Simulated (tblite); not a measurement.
# C5H10OSi: geometry relaxation

C5H10OSi, SMILES O=C1CCC[SiH2]C1, computed with GFN2-xTB geometry optimisation, gas phase (tblite 0.8.0).

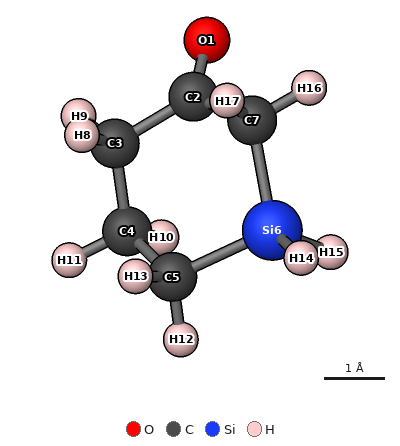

The structure as given in the input (ball-and-stick view, seen at a tilt; atoms are numbered from 1 in the order of the input).

The input
```
{"job": {"xc": "GFN2-xTB", "basis": "xTB", "kind": "relax"}, "charge": 0, "multiplicity": 1}
O     -1.494000     2.218700     0.638900
C     -0.962200     1.259400     0.096000
C      0.430500     1.381100    -0.524500
C      1.437300     0.440300     0.097700
C      1.103600    -1.046900    -0.132600
Si    -0.620800    -1.513700     0.471600
C     -1.680900    -0.066600    -0.032400
H      0.334800     1.216900    -1.601500
H      0.766400     2.414400    -0.389000
H      1.490900     0.624600     1.190000
H      2.428200     0.641800    -0.309800
H      1.847600    -1.682100     0.352200
H      1.154200    -1.251500    -1.204900
H     -1.072500    -2.784000    -0.143100
H     -0.588700    -1.636000     1.953800
H     -2.589700    -0.040600     0.598600
H     -1.991600    -0.163700    -1.070900
```

The first line tells a small driver script what to run in tblite; the rest is the geometry in Å.

Run on 1 CPU thread, shared host.

Launched with:
```bash
OMP_NUM_THREADS=1 python <driver script> task.json out
```

Log
```
step      E/eV     max force
  0    -587.44400    1.286
  1    -587.48458    1.450
  2    -587.50253    0.396
  3    -587.50858    0.248
  4    -587.52064    0.209
  5    -587.52693    0.260
  6    -587.53319    0.235
  7    -587.53701    0.136
  8    -587.53997    0.134
  9    -587.54227    0.123
 10    -587.54463    0.127
 11    -587.54700    0.144
 12    -587.54944    0.188
 13    -587.55223    0.188
 14    -587.55588    0.189
 15    -587.56038    0.212
 16    -587.56469    0.145
 17    -587.56776    0.144
 18    -587.57009    0.112
 19    -587.57240    0.130
 20    -587.57469    0.143
 21    -587.57676    0.136
 22    -587.57835    0.102
 23    -587.57948    0.081
 24    -587.58036    0.088
 25    -587.58118    0.086
 26    -587.58213    0.071
 27    -587.58323    0.065
 28    -587.58428    0.086
 29    -587.58510    0.076
 30    -587.58577    0.066
 31    -587.58639    0.141
 32    -587.58703    0.075
 33    -587.58760    0.065
 34    -587.58798    0.042
 35    -587.58817    0.043
 36    -587.58849    0.036
 37    -587.58875    0.041
 38    -587.58900    0.037
 39    -587.58923    0.039
 40    -587.58950    0.046
 41    -587.58977    0.039
 42    -587.58998    0.031
 43    -587.59016    0.033
 44    -587.59036    0.035
 45    -587.59059    0.039
 46    -587.59079    0.034
 47    -587.59091    0.020
 48    -587.59097    0.019
 49    -587.59103    0.020
 50    -587.59111    0.024
 51    -587.59117    0.025
 52    -587.59123    0.018
 53    -587.59128    0.016
 54    -587.59134    0.020
 55    -587.59138    0.019
 56    -587.59141    0.012
 57    -587.59143    0.011
 58    -587.59144    0.012
 59    -587.59146    0.012
 60    -587.59146    0.006
 61    -587.59147    0.005
 62    -587.59147    0.007
 63    -587.59148    0.010
 64    -587.59149    0.014
 65    -587.59150    0.009
 66    -587.59151    0.006
 67    -587.59151    0.006
 68    -587.59152    0.009
 69    -587.59152    0.007
 70    -587.59153    0.004
 71    -587.59153    0.004
 72    -587.59153    0.006
 73    -587.59154    0.009
 74    -587.59154    0.009
 75    -587.59155    0.007
 76    -587.59156    0.008
 77    -587.59157    0.008
 78    -587.59158    0.012
 79    -587.59159    0.011
 80    -587.59160    0.006
 81    -587.59160    0.005
 82    -587.59161    0.006
 83    -587.59161    0.008
 84    -587.59162    0.006
 85    -587.59162    0.004
 86    -587.59162    0.004
 87    -587.59162    0.004
 88    -587.59162    0.002
```

Trajectory as extended XYZ (Å, eV, eV/Å), 12 frames, from step=0 to step=88
```
17
Properties=species:S:1:pos:R:3:forces:R:3 step=0 energy=-587.44400
O    -1.4940    2.2187    0.6389    0.6300  -1.0310  -0.4400
C    -0.9622    1.2594    0.0960   -0.5640   0.9140   0.3480
C     0.4305    1.3811   -0.5245   -0.7010   0.2650  -0.0300
C     1.4373    0.4403    0.0977    0.1760  -0.7630   0.6800
C     1.1036   -1.0469   -0.1326    0.1730   0.2020  -0.2090
Si   -0.6208   -1.5137    0.4716    0.3420  -0.8420   0.6660
C    -1.6809   -0.0666   -0.0324   -0.4980   0.8510   0.2090
H     0.3348    1.2169   -1.6015    0.0480  -0.1980   0.0180
H     0.7664    2.4144   -0.3890   -0.0780  -0.0480   0.0540
H     1.4909    0.6246    1.1900   -0.0610  -0.0200  -0.4610
H     2.4282    0.6418   -0.3098    0.0590   0.0940  -0.0470
H     1.8476   -1.6821    0.3522    0.0620   0.1550  -0.1040
H     1.1542   -1.2515   -1.2049    0.1680   0.0080  -0.0010
H    -1.0725   -2.7840   -0.1431    0.0390   0.2500   0.1130
H    -0.5887   -1.6360    1.9538   -0.0750   0.0010  -0.3180
H    -2.5897   -0.0406    0.5986    0.2990   0.1650  -0.4330
H    -1.9916   -0.1637   -1.0709   -0.0210  -0.0020  -0.0450
17
Properties=species:S:1:pos:R:3:forces:R:3 step=8 energy=-587.53997
O    -1.4696    2.2147    0.6802    0.0690  -0.0630   0.0510
C    -0.9756    1.2751    0.1019   -0.0280  -0.0060   0.0260
C     0.3980    1.3684   -0.5248    0.0460  -0.0470   0.0240
C     1.4222    0.4171    0.1064    0.0380   0.0360  -0.0410
C     1.1213   -1.0564   -0.1521   -0.0100  -0.0070   0.0360
Si   -0.6023   -1.5184    0.5023   -0.0050   0.0050   0.0340
C    -1.6838   -0.0377   -0.0307    0.0090  -0.0260  -0.0330
H     0.3346    1.1576   -1.5942   -0.0720   0.0020  -0.0110
H     0.7403    2.3944   -0.3814    0.0420   0.0530  -0.1070
H     1.4714    0.6098    1.1783   -0.0430  -0.0280   0.0810
H     2.4037    0.6586   -0.3094    0.0380   0.0460   0.0020
H     1.8939   -1.6618    0.3246   -0.0190   0.0050  -0.0230
H     1.1965   -1.2505   -1.2246   -0.0300   0.0000   0.0220
H    -1.0781   -2.7582   -0.1245   -0.0210   0.0360   0.0220
H    -0.6047   -1.6504    1.9667    0.0130   0.0280  -0.0800
H    -2.6037    0.0188    0.5455   -0.1200  -0.0370   0.0460
H    -1.9710   -0.1691   -1.0743    0.0940   0.0050  -0.0490
17
Properties=species:S:1:pos:R:3:forces:R:3 step=16 energy=-587.56469
O    -1.4032    2.1764    0.8104    0.0050  -0.0620   0.0230
C    -0.9680    1.2687    0.1424    0.0880  -0.0230   0.1100
C     0.3833    1.3526   -0.5380    0.0420   0.0060  -0.0370
C     1.4221    0.4259    0.1098   -0.0260   0.0400   0.0000
C     1.1285   -1.0478   -0.1545   -0.0040  -0.0090  -0.0130
Si   -0.5960   -1.4972    0.5093   -0.0490  -0.0170   0.0660
C    -1.6864   -0.0292   -0.0426    0.0360   0.0570  -0.0890
H     0.2731    1.0933   -1.5905    0.0020  -0.0880  -0.0920
H     0.7369    2.3818   -0.4814   -0.0100   0.0850   0.0640
H     1.4359    0.5910    1.1870   -0.0280   0.1120   0.0870
H     2.4130    0.7003   -0.2680   -0.0670  -0.0760  -0.0420
H     1.9076   -1.6562    0.3056   -0.0290  -0.0080   0.0230
H     1.1838   -1.2413   -1.2262    0.0100   0.0070  -0.0650
H    -1.1121   -2.7235   -0.1012    0.0010  -0.0560  -0.0330
H    -0.5966   -1.6267    1.9670    0.0250   0.0360   0.0420
H    -2.6478    0.0080    0.4658    0.0140  -0.0320   0.0610
H    -1.8810   -0.1641   -1.1048   -0.0110   0.0260  -0.1040
17
Properties=species:S:1:pos:R:3:forces:R:3 step=24 energy=-587.58036
O    -1.3431    2.1177    0.9133   -0.0090  -0.0250   0.0350
C    -0.9490    1.2545    0.1664    0.0410  -0.0320   0.0520
C     0.3772    1.3516   -0.5556    0.0090  -0.0210  -0.0190
C     1.4089    0.4356    0.1169    0.0040   0.0150  -0.0250
C     1.1147   -1.0393   -0.1509    0.0250  -0.0050   0.0110
Si   -0.6052   -1.4961    0.5160   -0.0110   0.0120   0.0020
C    -1.6766   -0.0267   -0.0738    0.0000   0.0290  -0.0130
H     0.2519    1.0438   -1.5937    0.0290   0.0360  -0.0750
H     0.7248    2.3853   -0.5248   -0.0070   0.0010   0.0160
H     1.4043    0.6292    1.1918    0.0250  -0.0040   0.0080
H     2.4030    0.6897   -0.2604   -0.0030   0.0090  -0.0050
H     1.8921   -1.6524    0.3041    0.0150   0.0020   0.0420
H     1.1760   -1.2227   -1.2256   -0.0150   0.0040  -0.0070
H    -1.1250   -2.7238   -0.0923    0.0100  -0.0330   0.0190
H    -0.5819   -1.5899    1.9791   -0.0240   0.0150  -0.0310
H    -2.6427   -0.0081    0.4254   -0.0420   0.0190  -0.0110
H    -1.8363   -0.1364   -1.1459   -0.0470  -0.0240  -0.0010
17
Properties=species:S:1:pos:R:3:forces:R:3 step=32 energy=-587.58703
O    -1.2998    2.0639    0.9731   -0.0150  -0.0080  -0.0060
C    -0.9408    1.2356    0.1702    0.0500  -0.0460   0.0320
C     0.3773    1.3523   -0.5684   -0.0080  -0.0140   0.0280
C     1.4116    0.4404    0.1097   -0.0140   0.0410  -0.0390
C     1.1131   -1.0370   -0.1435    0.0150   0.0360   0.0050
Si   -0.6140   -1.4950    0.5094   -0.0100   0.0470   0.0200
C    -1.6901   -0.0294   -0.0921    0.0260   0.0550  -0.0290
H     0.2654    1.0611   -1.6147   -0.0130   0.0070   0.0260
H     0.7157    2.3890   -0.5188   -0.0040  -0.0120   0.0030
H     1.4126    0.6466    1.1832    0.0040  -0.0170  -0.0210
H     2.4056    0.6909   -0.2727   -0.0230  -0.0110  -0.0070
H     1.8884   -1.6433    0.3258   -0.0160  -0.0080  -0.0130
H     1.1761   -1.2239   -1.2179    0.0230  -0.0350   0.0130
H    -1.1137   -2.7446   -0.0713    0.0020   0.0010  -0.0050
H    -0.6018   -1.5629    1.9728   -0.0230   0.0070   0.0000
H    -2.6562    0.0042    0.4085    0.0050  -0.0280   0.0010
H    -1.8565   -0.1356   -1.1631    0.0020  -0.0150  -0.0070
17
Properties=species:S:1:pos:R:3:forces:R:3 step=40 energy=-587.58950
O    -1.2832    2.0320    1.0109    0.0030  -0.0080  -0.0160
C    -0.9357    1.2260    0.1802   -0.0070   0.0040   0.0210
C     0.3746    1.3541   -0.5674   -0.0140  -0.0040   0.0110
C     1.4156    0.4430    0.0992   -0.0140   0.0230  -0.0180
C     1.1136   -1.0351   -0.1426    0.0220   0.0050   0.0120
Si   -0.6153   -1.4833    0.5106    0.0010  -0.0100   0.0120
C    -1.6906   -0.0276   -0.1069   -0.0020   0.0250  -0.0050
H     0.2531    1.0673   -1.6131    0.0020   0.0060   0.0020
H     0.7090    2.3915   -0.5146    0.0070  -0.0040   0.0000
H     1.4227    0.6487    1.1723    0.0240   0.0020  -0.0050
H     2.4061    0.6936   -0.2912   -0.0170  -0.0170  -0.0090
H     1.8813   -1.6406    0.3386    0.0180  -0.0080   0.0110
H     1.1857   -1.2419   -1.2126   -0.0040   0.0020   0.0020
H    -1.1066   -2.7376   -0.0616   -0.0170  -0.0360  -0.0230
H    -0.6272   -1.5412    1.9739    0.0040   0.0130   0.0090
H    -2.6565   -0.0023    0.3922   -0.0320  -0.0050   0.0070
H    -1.8535   -0.1345   -1.1777    0.0260   0.0100  -0.0100
17
Properties=species:S:1:pos:R:3:forces:R:3 step=48 energy=-587.59097
O    -1.2808    2.0169    1.0330   -0.0010   0.0040  -0.0010
C    -0.9376    1.2211    0.1911    0.0010  -0.0040   0.0030
C     0.3691    1.3553   -0.5621   -0.0030   0.0000   0.0060
C     1.4175    0.4425    0.0899    0.0030   0.0150  -0.0020
C     1.1149   -1.0386   -0.1352    0.0090   0.0140  -0.0020
Si   -0.6190   -1.4838    0.5116    0.0120   0.0040   0.0010
C    -1.6920   -0.0277   -0.1129    0.0010   0.0040  -0.0070
H     0.2413    1.0779   -1.6096    0.0010  -0.0040   0.0050
H     0.7054    2.3919   -0.5046   -0.0010   0.0000   0.0060
H     1.4487    0.6549    1.1610    0.0010   0.0040   0.0050
H     2.4002    0.6885   -0.3214    0.0030  -0.0100  -0.0110
H     1.8847   -1.6365    0.3536   -0.0110  -0.0030   0.0100
H     1.1922   -1.2561   -1.2028   -0.0150  -0.0030  -0.0040
H    -1.1067   -2.7400   -0.0648   -0.0040  -0.0030   0.0080
H    -0.6439   -1.5194    1.9757    0.0090  -0.0170  -0.0020
H    -2.6648   -0.0100    0.3745   -0.0070   0.0060  -0.0080
H    -1.8365   -0.1248   -1.1870    0.0010  -0.0070  -0.0080
17
Properties=species:S:1:pos:R:3:forces:R:3 step=56 energy=-587.59141
O    -1.2823    2.0125    1.0387   -0.0040   0.0050   0.0060
C    -0.9385    1.2199    0.1942    0.0020  -0.0100  -0.0060
C     0.3685    1.3569   -0.5581   -0.0040   0.0020  -0.0040
C     1.4208    0.4440    0.0865   -0.0030   0.0050   0.0040
C     1.1135   -1.0372   -0.1320    0.0000   0.0060  -0.0010
Si   -0.6208   -1.4821    0.5128    0.0020  -0.0010   0.0060
C    -1.6930   -0.0270   -0.1172    0.0020  -0.0060   0.0000
H     0.2389    1.0805   -1.6055    0.0020   0.0090  -0.0070
H     0.7029    2.3939   -0.4975    0.0020  -0.0020  -0.0020
H     1.4624    0.6604    1.1563    0.0040  -0.0030   0.0070
H     2.4001    0.6849   -0.3363   -0.0030  -0.0010  -0.0010
H     1.8805   -1.6350    0.3612   -0.0040  -0.0040  -0.0060
H     1.1884   -1.2595   -1.1989    0.0030  -0.0030   0.0000
H    -1.1083   -2.7402   -0.0601   -0.0030   0.0010   0.0000
H    -0.6414   -1.5252    1.9762   -0.0010  -0.0020   0.0090
H    -2.6699   -0.0091    0.3622    0.0030   0.0020  -0.0030
H    -1.8288   -0.1256   -1.1926    0.0020   0.0000   0.0000
17
Properties=species:S:1:pos:R:3:forces:R:3 step=64 energy=-587.59149
O    -1.2828    2.0103    1.0398   -0.0040   0.0090   0.0080
C    -0.9385    1.2192    0.1942    0.0030  -0.0090  -0.0100
C     0.3684    1.3581   -0.5579   -0.0020   0.0030  -0.0040
C     1.4207    0.4444    0.0860   -0.0010   0.0020   0.0010
C     1.1124   -1.0368   -0.1316    0.0010   0.0020  -0.0010
Si   -0.6209   -1.4824    0.5158   -0.0050   0.0040  -0.0020
C    -1.6921   -0.0280   -0.1181   -0.0020  -0.0020   0.0000
H     0.2399    1.0849   -1.6064   -0.0010  -0.0010  -0.0010
H     0.7029    2.3950   -0.4963    0.0020   0.0000   0.0060
H     1.4649    0.6608    1.1559    0.0000  -0.0010  -0.0010
H     2.3990    0.6846   -0.3393    0.0020  -0.0020   0.0020
H     1.8793   -1.6355    0.3605    0.0040   0.0000  -0.0010
H     1.1869   -1.2596   -1.1983   -0.0040  -0.0010  -0.0020
H    -1.1102   -2.7394   -0.0583   -0.0010  -0.0010   0.0020
H    -0.6414   -1.5273    1.9795   -0.0010   0.0020   0.0010
H    -2.6702   -0.0090    0.3584    0.0040  -0.0010   0.0000
H    -1.8254   -0.1273   -1.1938    0.0040  -0.0020   0.0020
17
Properties=species:S:1:pos:R:3:forces:R:3 step=72 energy=-587.59153
O    -1.2842    2.0106    1.0385   -0.0030   0.0030   0.0020
C    -0.9387    1.2192    0.1934    0.0020  -0.0050  -0.0030
C     0.3687    1.3593   -0.5577    0.0000   0.0010   0.0010
C     1.4204    0.4443    0.0852    0.0000   0.0000   0.0010
C     1.1115   -1.0368   -0.1319    0.0010   0.0000  -0.0020
Si   -0.6208   -1.4827    0.5177   -0.0020   0.0020   0.0000
C    -1.6908   -0.0288   -0.1184   -0.0010  -0.0010   0.0000
H     0.2408    1.0889   -1.6071   -0.0010   0.0000   0.0020
H     0.7035    2.3959   -0.4922    0.0000   0.0010  -0.0010
H     1.4650    0.6606    1.1551    0.0000  -0.0010   0.0020
H     2.3990    0.6836   -0.3398    0.0000   0.0000   0.0000
H     1.8801   -1.6351    0.3581    0.0010  -0.0020   0.0000
H     1.1832   -1.2599   -1.1988   -0.0010   0.0010  -0.0040
H    -1.1119   -2.7393   -0.0557    0.0010  -0.0020   0.0020
H    -0.6419   -1.5272    1.9813    0.0010   0.0020   0.0010
H    -2.6695   -0.0099    0.3568    0.0000   0.0000  -0.0030
H    -1.8215   -0.1305   -1.1942   -0.0010   0.0020   0.0010
17
Properties=species:S:1:pos:R:3:forces:R:3 step=80 energy=-587.59160
O    -1.2892    2.0098    1.0366    0.0020  -0.0020   0.0000
C    -0.9394    1.2185    0.1931   -0.0030   0.0050  -0.0010
C     0.3695    1.3609   -0.5550    0.0000  -0.0040   0.0020
C     1.4204    0.4430    0.0852    0.0010  -0.0030   0.0020
C     1.1100   -1.0375   -0.1348   -0.0010   0.0000  -0.0020
Si   -0.6204   -1.4822    0.5209    0.0010   0.0000  -0.0010
C    -1.6897   -0.0303   -0.1212    0.0000   0.0030   0.0000
H     0.2418    1.0945   -1.6054    0.0040   0.0010   0.0010
H     0.7046    2.3974   -0.4856   -0.0020  -0.0050   0.0010
H     1.4657    0.6562    1.1557    0.0010   0.0010   0.0010
H     2.3994    0.6817   -0.3394   -0.0020   0.0030  -0.0020
H     1.8807   -1.6377    0.3497   -0.0040   0.0010   0.0000
H     1.1761   -1.2576   -1.2028    0.0020   0.0010  -0.0010
H    -1.1105   -2.7431   -0.0437   -0.0010   0.0000  -0.0010
H    -0.6395   -1.5190    1.9848    0.0020   0.0030   0.0000
H    -2.6705   -0.0114    0.3495    0.0010  -0.0010   0.0010
H    -1.8161   -0.1312   -1.1976    0.0010  -0.0040   0.0010
17
Properties=species:S:1:pos:R:3:forces:R:3 step=88 energy=-587.59162
O    -1.2911    2.0095    1.0359    0.0000  -0.0020   0.0000
C    -0.9402    1.2183    0.1928   -0.0010   0.0020  -0.0010
C     0.3696    1.3611   -0.5534    0.0010  -0.0010   0.0000
C     1.4204    0.4422    0.0856    0.0010  -0.0010   0.0000
C     1.1092   -1.0377   -0.1365    0.0000   0.0000   0.0000
Si   -0.6204   -1.4815    0.5218    0.0010   0.0000   0.0000
C    -1.6896   -0.0307   -0.1224    0.0000   0.0010   0.0000
H     0.2438    1.0965   -1.6045   -0.0010   0.0010   0.0000
H     0.7050    2.3972   -0.4819   -0.0010   0.0000   0.0000
H     1.4667    0.6543    1.1563    0.0000   0.0000   0.0000
H     2.3987    0.6820   -0.3399    0.0020  -0.0010   0.0000
H     1.8797   -1.6393    0.3464    0.0000   0.0010  -0.0010
H     1.1740   -1.2561   -1.2050    0.0000   0.0000   0.0020
H    -1.1106   -2.7440   -0.0390   -0.0020   0.0010  -0.0010
H    -0.6374   -1.5138    1.9859    0.0020   0.0010   0.0000
H    -2.6711   -0.0123    0.3468    0.0000   0.0000  -0.0010
H    -1.8137   -0.1334   -1.1989   -0.0010   0.0000   0.0010
```

Summary

| quantity | value |
| --- | --- |
| outcome | converged |
| total energy | −587.5916 eV |
| peak memory | 0.18 GiB |
